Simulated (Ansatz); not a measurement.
## Electronic structure of CH$_{7}$AlOS in real space

```xyz
11

Al   -1.0831   -0.8577    0.2619
S     1.0002   -1.5266    1.6907
H    -1.4355   -2.3498   -0.1552
H    -1.8619   -0.0474    1.3966
H     1.7493   -1.7775    0.5941
O    -0.2443    0.0531   -0.9353
C     0.0269    1.3961   -1.1228
H     1.5066   -0.2815    1.8345
H    -0.4669    2.0526   -0.3761
H    -0.3068    1.7360   -2.1221
H     1.1154    1.6027   -1.0663
```

Level of theory: RKS PBE0-D4/def2-SVP (Ansatz 0.2.0).

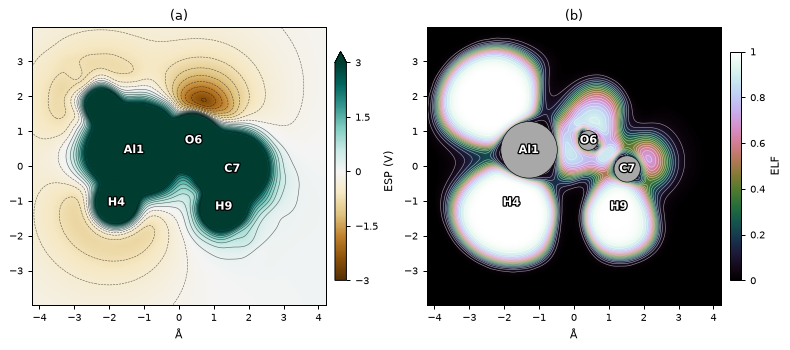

Figure 1. (a) electrostatic potential; (b) electron localisation function on the plane of atoms O6, C7 and H9. Grey discs cover the atomic cores in the ELF map.

Question: Read the bonding off the picture.

Answer:
- The section cuts through Al, H, O and C sites.
- C–O (1.38 Å): the ELF peaks at about 0.90 between the atoms; a polar covalent bond.
- Al–O (1.72 Å): the ELF peaks at about 0.85 in the valence shell of O, 0.6 Å from its nucleus, and is about 0.35 at the midpoint.
- C–H (1.11 Å): the ELF climbs to about 1 towards the hydrogen, as it does in any bond to H (an ordinary covalent bond to hydrogen).
- Al–H (1.60 Å): the ELF climbs to about 1 towards the hydrogen.
- The ELF also peaks beside O6, away from the bonds: lone-pair regions.
- Outside the dense part of the molecule the potential is most negative (−2.4 V) near O6.

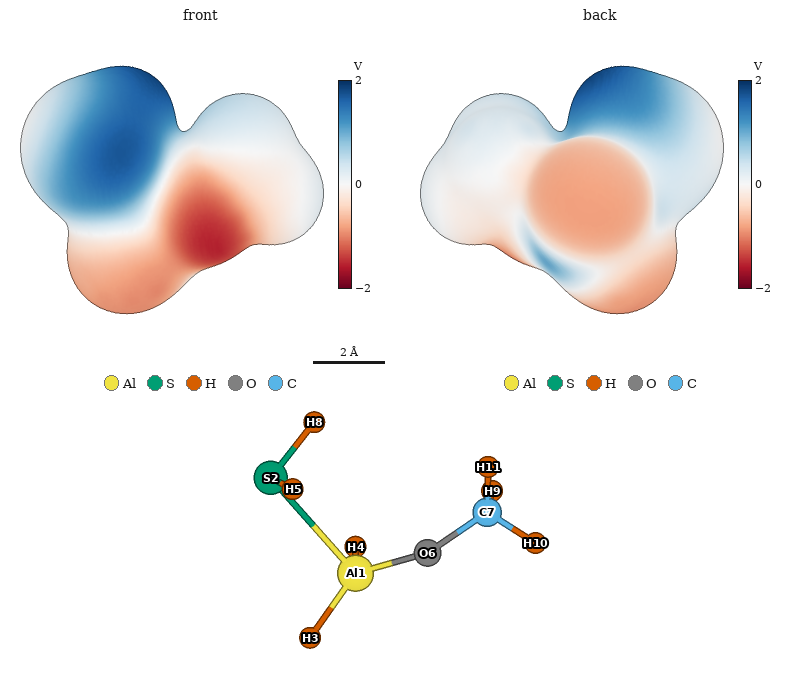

Figure 2. The electrostatic potential painted on the density surface at 0.001 e/bohr³, seen from the front and from behind; the colour scale runs from red (negative) to blue (positive). The bare structure is drawn below in the same view.

Question: Describe the electrostatic potential map.

Answer: The most negative region (about −1.5 V, or −35 kcal/mol for a unit charge) lies over O6, the most positive (about +1.8 V, or +42 kcal/mol for a unit charge) over H8. O6 is the likeliest acceptor of a hydrogen bond.

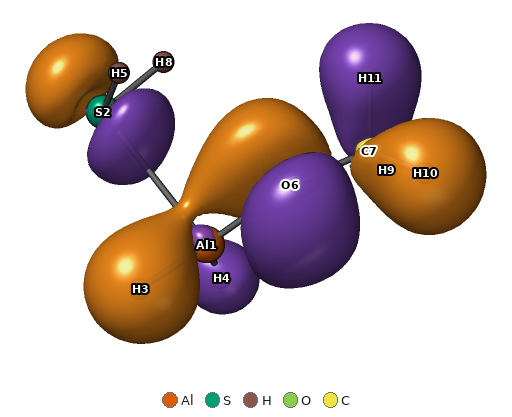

Figure 3. The HOMO at ±0.08 Å⁻³ᐟ² (orange and purple are the two phases), seen across its widest extent.

Question: Describe this orbital and give its energy.

Answer: It lies mainly on O6 (about 50 %), C7 (about 10 %), Al1 (about 10 %), H10 (about 5 %) and S2 (about 5 %). Its energy is −7.29 eV.
